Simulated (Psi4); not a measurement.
**Single-point calculation, with input and output: GaH2OF**

- system: GaH2OF, multiplicity 3, SMILES [OH][GaH][F]
- method: wB97X-V/cc-pVDZ, UKS (Psi4 1.11)

The geometry is that of the parent species in another charge or spin state. The geometry comes from this level: PBE0-D4/def2-TZVP.

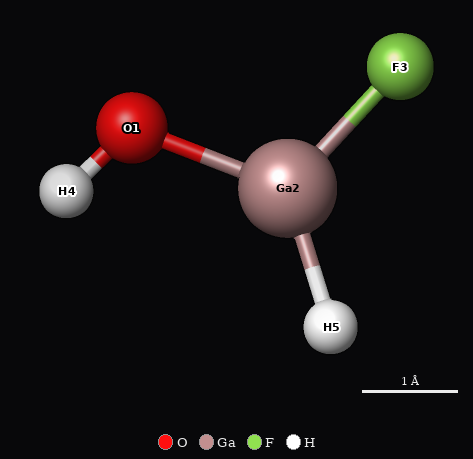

The structure as given in the input (ball-and-stick view, seen on its broad side; atoms are numbered from 1 in the order of the input). Sticks mark near contacts. Bond lengths as drawn: F–Ga 1.75 Å, Ga–H 1.54 Å, Ga–O 1.77 Å and H–O 0.96 Å.

### Results in brief

```tsv
quantity	value
outcome	converged
total energy	−2100.658214 hartree
basis functions	65
⟨S²⟩	2.010
dipole moment	6.07 D
hardware	1 thread of Intel Xeon @ 2.60GHz (Ice Lake), 24 GiB of memory available, shared host
wall time	2.3 min
peak memory	0.91 GiB
```

### Input file (job.py)
```python
import psi4

psi4.set_memory('2200 MB')
psi4.set_num_threads(1)
psi4.core.set_output_file('fgah2o.out', False)

molecule = psi4.geometry("""
0 3
O     -2.13614641    -1.11248177    -0.53630427
Ga     0.72508791     0.53006818     0.02947973
F      0.82826696     3.35955510    -1.66522666
H     -2.28770245    -2.68473391     0.35375673
H      2.96498029    -0.23168042     1.74024879
units bohr
symmetry c1
""")

psi4.set_options({
    'basis': 'cc-pVDZ',
    'reference': 'uks',
    'puream': True,
    'e_convergence': 1e-09,
    'd_convergence': 1e-08,
    'scf_type': 'pk',
    'dft_radial_points': 99,
    'dft_spherical_points': 590,
    'maxiter': 100,
})

result, w = psi4.energy('wb97x-v', molecule=molecule, return_wfn=True)
print('E =', round(result, 9))
```

Run as:
```bash
python job.py
```

### Output
```
=> Loading Basis Set <=

    Name: CC-PVDZ
    Role: ORBITAL
    Keyword: BASIS

         ---------------------------------------------------------
                                   SCF
                              UKS Reference
                        1 Threads,   2098 MiB Core
         ---------------------------------------------------------

  ==> Geometry <==

    Molecular point group: c1
    Full point group: C1

    Geometry (in Bohr), charge = 0, multiplicity = 3:

       Center              X                  Y                   Z               Mass
    ------------   -----------------  -----------------  -----------------  -----------------
         O           -2.440371522749    -1.864154909208    -0.195787479946    15.994914619570
         GA           0.420862797251    -0.221604959208     0.369996520054    68.925573500000
         F            0.524041847251     2.607881960792    -1.324709869946    18.998403162730
         H           -2.591927562749    -3.436407049208     0.694273520054     1.007825032230
         H            2.660755177251    -0.983353559208     2.080765580054     1.007825032230

  Running in c1 symmetry.

  Rotational constants: A =      0.63821  B =      0.21381  C =      0.16016 [cm^-1]
  Rotational constants: A =  19133.16235  B =   6409.94376  C =   4801.39315 [MHz]
  Nuclear repulsion =  198.339104522088945

  Charge       = 0
  Multiplicity = 3
  Electrons    = 50
  Nalpha       = 26
  Nbeta        = 24

  ==> Algorithm <==

  SCF Algorithm Type is PK.
  DIIS enabled.
  MOM disabled.
  Fractional occupation disabled.
  Guess Type is SAD.
  Energy threshold   = 1.00e-09
  Density threshold  = 1.00e-08
  Integral threshold = 1.00e-12

  ==> Primary Basis <==

  Basis Set: CC-PVDZ
    Blend: CC-PVDZ
    Number of shells: 29
    Number of basis functions: 65
    Number of Cartesian functions: 69
    Spherical Harmonics?: true
    Max angular momentum: 2

  ==> DFT Potential <==

   => LibXC <=

    Version 7.1.2

   => Composite Functional: WB97X-V <=

    wB97X-V Hyb-GGA Exchange-Correlation Functional

    Deriv               =              1
    GGA                 =           TRUE
    Meta                =          FALSE

    Exchange Hybrid     =           TRUE
    MP2 Hybrid          =          FALSE

   => Exchange-Correlation Functionals <=

    1.0000   wB97X-V range-separated functional

   => Exact (HF) Exchange <=

    0.8330            HF,LR [omega = 0.3000]
    0.1670               HF

   => LibXC Density Thresholds  <==

    XC_HYB_GGA_XC_WB97X_V:  1.00E-14

   => VV10 Non-Local Parameters <=

    VV10 B              =     6.0000E+00
    VV10 C              =     1.0000E-02

   => Molecular Quadrature <=

    Radial Scheme          =       TREUTLER
    Pruning Scheme         =           NONE
    Nuclear Scheme         =       TREUTLER

    Blocking Scheme        =         OCTREE
    BS radius alpha        =              1
    Pruning alpha          =              1
    Radial Points          =             99
    Spherical Points       =            590
    Total Points           =         280575
    Total Blocks           =           2084
    Max Points             =            256
    Max Functions          =             65
    Weights Tolerance      =       1.00E-15

  ==> Integral Setup <==

  Using in-core PK algorithm.
   Calculation information:
      Number of atoms:                   5
      Number of AO shells:              29
      Number of primitives:            144
      Number of atomic orbitals:        69
      Number of basis functions:        65

      Integral cutoff                 1.00e-12
      Number of threads:                 1

  Performing in-core PK
  Using 6904755 doubles for integral storage.
  We computed 92425 shell quartets total.
  Whereas there are 94830 unique shell quartets.

  Computing range-separated integrals for PK
  We computed 92425 wK shell quartets total.
  Whereas there are 94830 wK unique shell quartets.

  ==> DiskJK: Disk-Based J/K Matrices <==

    J tasked:                  Yes
    K tasked:                  Yes
    wK tasked:                 Yes
    Omega:               3.000E-01
    Memory [MiB]:             1131
    Schwarz Cutoff:          1E-12

  Cached 100.0% of DFT collocation blocks in 0.431 [GiB].

  Minimum eigenvalue in the overlap matrix is 2.8378997451E-02.
  Reciprocal condition number of the overlap matrix is 7.5694539811E-03.
    Using symmetric orthogonalization.

  ==> Pre-Iterations <==

  SCF Guess: Superposition of Atomic Densities via on-the-fly atomic UHF (no occupation information).

   -------------------------
    Irrep   Nso     Nmo
   -------------------------
     A         65      65
   -------------------------
    Total      65      65
   -------------------------

  ==> Iterations <==

                        Total Energy        Delta E     RMS |[F,P]|

   @UKS iter SAD: -2096.56107077867682   -2.09656e+03   0.00000e+00
   @UKS iter   1: -2099.96427747216831   -3.40321e+00   1.63044e-02 DIIS/ADIIS
   @UKS iter   2: -2100.19225899444973   -2.27982e-01   1.70176e-02 DIIS/ADIIS
   @UKS iter   3: -2100.64313173409437   -4.50873e-01   2.30769e-03 DIIS/ADIIS
   @UKS iter   4: -2100.65318672243166   -1.00550e-02   1.15352e-03 DIIS/ADIIS
   @UKS iter   5: -2100.65628440586806   -3.09768e-03   5.05784e-04 DIIS/ADIIS
   @UKS iter   6: -2100.65692438356746   -6.39978e-04   1.93489e-04 DIIS/ADIIS
   @UKS iter   7: -2100.65748784093876   -5.63457e-04   1.90064e-04 DIIS/ADIIS
   @UKS iter   8: -2100.65792861928276   -4.40778e-04   1.02965e-04 DIIS/ADIIS
   @UKS iter   9: -2100.65819652380515   -2.67905e-04   2.79715e-05 DIIS
   @UKS iter  10: -2100.65820981391153   -1.32901e-05   1.90817e-05 DIIS
   @UKS iter  11: -2100.65821377827024   -3.96436e-06   6.01491e-06 DIIS
   @UKS iter  12: -2100.65821390306610   -1.24796e-07   4.14776e-06 DIIS
   @UKS iter  13: -2100.65821395401326   -5.09472e-08   8.60777e-07 DIIS
   @UKS iter  14: -2100.65821395783269   -3.81942e-09   1.64957e-07 DIIS
   @UKS iter  15: -2100.65821395847934   -6.46651e-10   1.36710e-07 DIIS
   @UKS iter  16: -2100.65821395892181   -4.42469e-10   1.19559e-07 DIIS
   @UKS iter  17: -2100.65821395909825   -1.76442e-10   1.20162e-07 DIIS
   @UKS iter  18: -2100.65821395710600    1.99225e-09   1.11378e-07 DIIS
   @UKS iter  19: -2100.65821394941213    7.69387e-09   6.79032e-08 DIIS
   @UKS iter  20: -2100.65821394663544    2.77669e-09   3.35412e-08 DIIS
   @UKS iter  21: -2100.65821394660816    2.72848e-11   2.94867e-08 DIIS
   @UKS iter  22: -2100.65821394665090   -4.27463e-11   2.82154e-08 DIIS
   @UKS iter  23: -2100.65821394675140   -1.00499e-10   2.63914e-08 DIIS
   @UKS iter  24: -2100.65821394701288   -2.61480e-10   2.20762e-08 DIIS
   @UKS iter  25: -2100.65821394721252   -1.99634e-10   1.83329e-08 DIIS
   @UKS iter  26: -2100.65821394736122   -1.48702e-10   1.27865e-08 DIIS
   @UKS iter  27: -2100.65821394744398   -8.27640e-11   5.15696e-09 DIIS
  Energy and wave function converged.

  ==> Post-Iterations <==

   Electrons on quadrature grid:
      Nalpha   =   25.9999995793 ; deviation = -4.207e-07
      Nbeta    =   24.0000000436 ; deviation = 4.358e-08
      Ntotal   =   49.9999996229 ; deviation = -3.771e-07

   @Spin Contamination Metric:   9.596113581E-03
   @S^2 Expected:                2.000000000E+00
   @S^2 Observed:                2.009596114E+00
   @S   Expected:                1.000000000E+00
   @S   Observed:                1.000000000E+00

    Orbital Energies [Eh]
    ---------------------

    Alpha Occupied:

       1A   -372.442539     2A    -46.005677     3A    -40.751582
       4A    -40.749345     5A    -40.748043     6A    -24.709854
       7A    -19.454442     8A     -5.635949     9A     -3.921643
      10A     -3.918851    11A     -3.915309    12A     -1.328453
      13A     -1.239108    14A     -0.979267    15A     -0.973628
      16A     -0.973487    17A     -0.965970    18A     -0.963655
      19A     -0.772428    20A     -0.685112    21A     -0.655598
      22A     -0.535091    23A     -0.480410    24A     -0.475962
      25A     -0.438550    26A     -0.176608

    Alpha Virtual:

      27A      0.020830    28A      0.094400    29A      0.145183
      30A      0.195769    31A      0.272450    32A      0.302120
      33A      0.369274    34A      0.389505    35A      0.421846
      36A      0.467467    37A      0.508547    38A      0.544855
      39A      0.622891    40A      0.670491    41A      0.879574
      42A      0.942342    43A      1.037608    44A      1.147372
      45A      1.299638    46A      1.369111    47A      1.428013
      48A      1.460489    49A      1.532950    50A      1.567896
      51A      1.659070    52A      1.861314    53A      1.959396
      54A      2.082543    55A      2.386748    56A      2.523729
      57A      2.669232    58A      2.806507    59A      2.878269
      60A      3.584738    61A      3.735184    62A      3.741612
      63A      3.747683    64A      3.796886    65A      3.837453

    Beta Occupied:

       1A   -372.441751     2A    -46.005157     3A    -40.749764
       4A    -40.748855     5A    -40.747764     6A    -24.706634
       7A    -19.433171     8A     -5.634503     9A     -3.920782
      10A     -3.915334    11A     -3.914792    12A     -1.260121
      13A     -1.230621    14A     -0.975860    15A     -0.972883
      16A     -0.967816    17A     -0.962724    18A     -0.960692
      19A     -0.747086    20A     -0.625590    21A     -0.525010
      22A     -0.473326    23A     -0.452087    24A     -0.433806

    Beta Virtual:

      25A     -0.225330    26A      0.039986    27A      0.069765
      28A      0.110230    29A      0.152769    30A      0.199933
      31A      0.280526    32A      0.334284    33A      0.375925
      34A      0.396862    35A      0.449592    36A      0.496409
      37A      0.513103    38A      0.559036    39A      0.629173
      40A      0.681259    41A      0.883675    42A      1.019982
      43A      1.051126    44A      1.156822    45A      1.316983
      46A      1.372057    47A      1.439702    48A      1.463027
      49A      1.539206    50A      1.566959    51A      1.659584
      52A      1.885747    53A      1.961596    54A      2.099735
      55A      2.392301    56A      2.598790    57A      2.740187
      58A      2.873955    59A      2.894765    60A      3.612640
      61A      3.745012    62A      3.752471    63A      3.757537
      64A      3.799540    65A      3.841328

    Final Occupation by Irrep:
              A
    DOCC [    24 ]
    SOCC [     2 ]
    NA   [    26 ]
    NB   [    24 ]

  @UKS Final Energy: -2100.65821394744398

   => Energetics <=

    Nuclear Repulsion Energy =            198.3391045220889453
    One-Electron Energy =               -3322.0313284174117143
    Two-Electron Energy =                1095.4012091067049823
    DFT Exchange-Correlation Energy =     -72.5753694901354720
    Empirical Dispersion Energy =           0.0000000000000000
    VV10 Nonlocal Energy =                  0.2081703313095624
    Total Energy =                      -2100.6582139474439828

  UHF NO Occupations:
  HONO-2 :   24  A 1.9964434
  HONO-1 :   25  A 1.0000000
  HONO-0 :   26  A 1.0000000
  LUNO+0 :   27  A 0.0035566
  LUNO+1 :   28  A 0.0005078
  LUNO+2 :   29  A 0.0003012
  LUNO+3 :   30  A 0.0002423

Computation Completed

Properties will be evaluated at   0.000000,   0.000000,   0.000000 [a0]

Properties computed using the SCF density matrix

 Multipole Moments:

 ------------------------------------------------------------------------------------
     Multipole            Electronic (a.u.)      Nuclear  (a.u.)        Total (a.u.)
 ------------------------------------------------------------------------------------

 L = 1.  Multiply by 2.5417464519 to convert [e a0] to [Debye]
 Dipole X            :          0.3204603           -1.6910212           -1.3705609
 Dipole Y            :          0.8219481           -2.7318160           -1.9098679
 Dipole Z            :         -0.3310887            0.7562426            0.4251539
 Magnitude           :                                                    2.3888886

 ------------------------------------------------------------------------------------

	total time  =        134 seconds =       2.23 minutes
```

### Standard output
```
E = -2100.658213947
```
